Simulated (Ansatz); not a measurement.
**H8NSSi2 (charge +1): density, localisation and related maps**

```xyz
12

N    -1.6496   -0.2794   -1.3048
S     0.0913    1.4956    0.7438
Si    0.0301   -0.2963   -0.3310
Si   -0.9697    0.8936    2.5983
H    -1.7670   -1.0933   -1.9256
H    -1.7274    0.5631   -1.8918
H    -2.4586   -0.2663   -0.6684
H    -0.1294   -1.5530    0.4326
H     0.9822   -0.3419   -1.4573
H    -1.2945    2.1788    3.2533
H    -2.1911    0.1540    2.1728
H    -0.0751    0.0184    3.3909
```

Geometry: B3LYP-D3(BJ)/def2-SVP.

Theory: isolated molecule in a Gaussian basis; Kohn-Sham density functional theory, functional PBE0 (Ansatz).

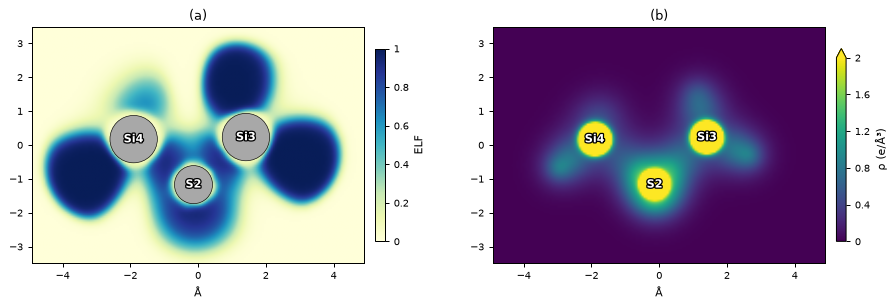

Figure 1. (a) ELF; (b) electron density on the plane of atoms Si3, S2 and Si4. Grey discs cover the atomic cores in the ELF map.

> Read the bonding off the picture.

The plane passes through S and Si nuclei. Si–S (2.09 Å): the density is about 0.89 e/Å³ at the midpoint; the ELF peaks at about 0.90 between the atoms, as expected for a shared electron pair. Si–S (2.22 Å): ρ at the midpoint is about 0.71 e/Å³, with its minimum of 0.56 e/Å³ about 0.8 Å from Si; the ELF peaks at about 0.90 between the atoms: localised, covalent bonding. The ELF also peaks beside S2, away from the bonds: lone-pair regions.

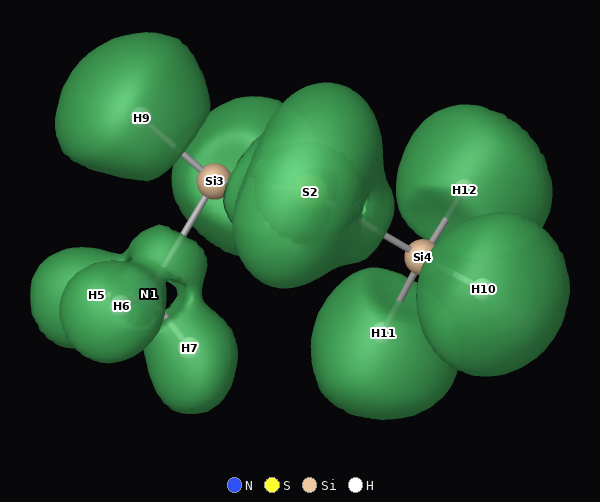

Figure 2. Isosurface of the electron localisation function at 0.75 (green), seen at a tilt. Core shells and regions of very low density are left out.

> Where are the electrons localised?

At this value the surface marks out five regions around hydrogen nuclei, one region on S in which the atom's valence shell and bonds are merged and one joined region spread over several atoms (H, N), in which their bonds and any lone pairs are merged. Along the contacts the grid gives the following. Si–N (1.94 Å): the ELF peaks at about 0.95 between the atoms: a shared but strongly polarised pair.

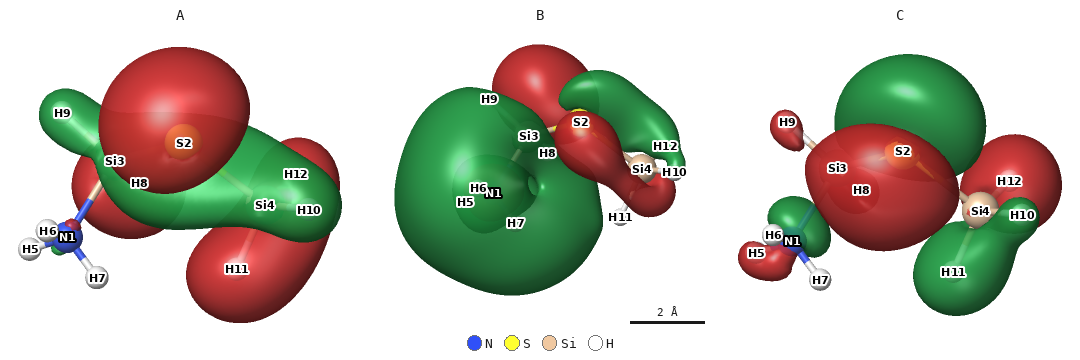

Figure 3. Three frontier orbitals at ±0.05 Å⁻³ᐟ² (green and red are the two phases), in no order.

> Which picture is the HOMO−1, the HOMO and the LUMO?

A is the HOMO−1 (−13.24 eV). It lies mainly on S2 (about 55 %), Si4 (about 15 %), Si3 (about 10 %) and H11 (about 5 %). C is the HOMO (−12.10 eV). Its weight (Hirshfeld) is mainly on S2 (about 70 %) and Si4 (about 10 %); largely a lone pair of S2. B is the LUMO (−5.29 eV). It lies mainly on Si3 (about 30 %), N1 (about 10 %), H5 (about 10 %), H7 (about 10 %), H6 (about 10 %) and S2 (about 10 %).

> What is the HOMO–LUMO gap?

6.81 eV between the orbital energies.
